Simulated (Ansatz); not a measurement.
System KBr (space group Fm-3m, No. 225); source of the atomic positions: the geometry relaxed with DFT LDA, scalar-relativistic, plane waves, PAW in Ansatz 0.2.0.

```
K Br
1.0
     6.37437    0.00000    0.00000
     0.00000    6.37437    0.00000
     0.00000    0.00000    6.37437
K Br
4 4
Direct
  0.00000 0.00000 0.00000
  0.00000 0.50000 0.50000
  0.50000 0.00000 0.50000
  0.50000 0.50000 0.00000
  0.50000 0.00000 0.00000
  0.50000 0.50000 0.50000
  0.00000 0.00000 0.50000
  0.00000 0.50000 0.00000
```

Describe how the polyhedra about K are linked (bonds: Br–K below 3.6 Å).

K: KBr6 octahedron, sharing corners with six neighbours and edges with twelve neighbours.

They form a three-dimensional framework of corner- and edge-sharing octahedra.

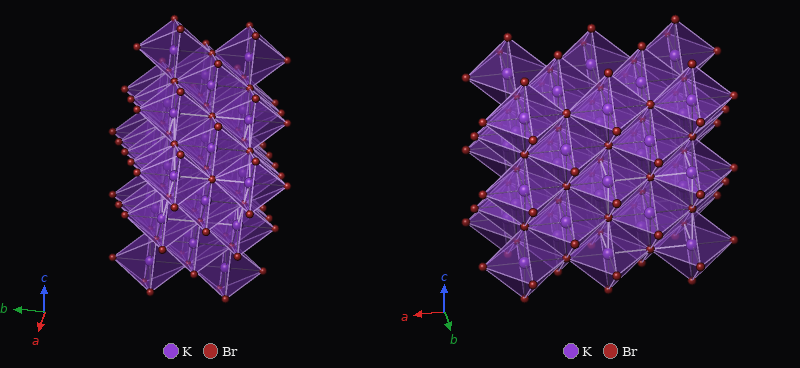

Polyhedra are drawn about K (bonds: Br–K below 3.6 Å); other atoms are plain spheres. Two views of the same piece.
